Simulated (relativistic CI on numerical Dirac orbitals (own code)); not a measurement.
**Relativistic CI calculation for Co⁴⁺**

- system: Co⁴⁺.
- method: Dirac-Coulomb-Breit CI, KLI orbitals optimised for each configuration, model QED (radiative potential, 1s self-energy scaled to tabulated hydrogen-like ionisation energies), valence Slater integrals scaled by 0.7, multiplet model of core-to-valence dipole absorption in a parametric crystal field (relativistic CI on numerical Dirac orbitals, in-house)

Input:
```
atom Co  Z=27  charge=4  electrons=23
nucleus A=59  rms_radius_fm=3.7875
hamiltonian dirac-coulomb  breit=on  qed=on  c_scale=1
orbitals kli  potential=per-configuration
slater_scale 0.7
correlation none
mixing on
configurations
  [Ar] 3d5
  [He] 2s2 2p5 3s2 3p6 3d6
end
absorption L2,3 T=300 lorentz=0.4 gauss=0.3
crystal_field Oh 10Dq=23500
```

The run was one of a batch that the task file lists, launched with:
```bash
python <driver script> task.json out
```

The program writes its results to a structured record and prints no log; tables and figures of this report are taken from that record.

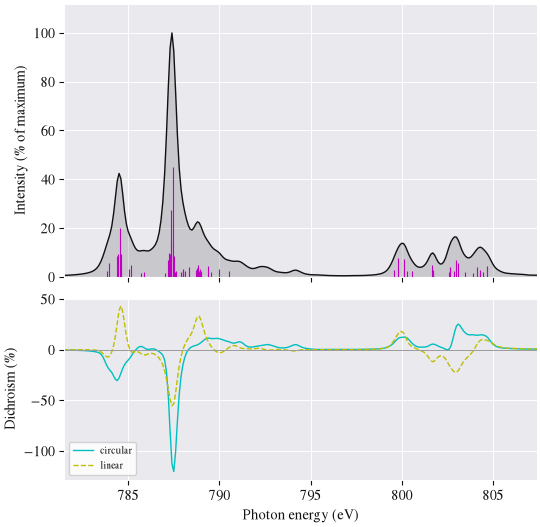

Figure 1. L₂,₃ X-ray absorption of Co⁴⁺ (cobalt, Z = 27), [Ar] 3d⁵, in a field of Oh symmetry with 10Dq = 23,500 cm⁻¹. Sticks are the strongest transitions, on a scale of their own. Multiplet model: relativistic Dirac–Coulomb–Breit theory, one configuration a step, Slater integrals scaled by 0.7, 300 K, Voigt broadening (Lorentzian 0.4 eV, Gaussian 0.3 eV full widths), computed with a radial Dirac CI code. Dichroism is for the ground state at zero temperature, magnetised by an exchange field of 10 meV on Sz (linear: z less the mean of x and y). The main maxima lie at 784.5 eV (42), 787.4 eV (100), 788.8 eV (23), 800.0 eV (14), 801.7 eV (10), 802.9 eV (16) and 804.3 eV (12), heights in % of the largest; the centroid is at 790.8 eV. The lower edge holds 0.77 of the intensity (branching ratio, edges parted at 797 eV, split at the minimum of the curve and uncertain by about 0.02), and the core spin-orbit splitting of the orbitals is 15.3 eV. The ground state has S = 2.49. The circular dichroism (Δm = −1 less Δm = +1) is largest at 787.5 eV, −120 % of the isotropic maximum; its integrals over the lower and upper edge are −0.082 and 0.078 of the sum over the three polarisations. The magnetised ground state has ⟨Lz⟩ = −0.01 and ⟨Sz⟩ = −2.49.

Results in brief:

```tsv
quantity	value
outcome	converged
hardware	1 CPU thread, shared host
CPU time	1.4 s
```

Notes:

Caveats: free-ion energies, so absolute edge positions are off by a few eV from solids.
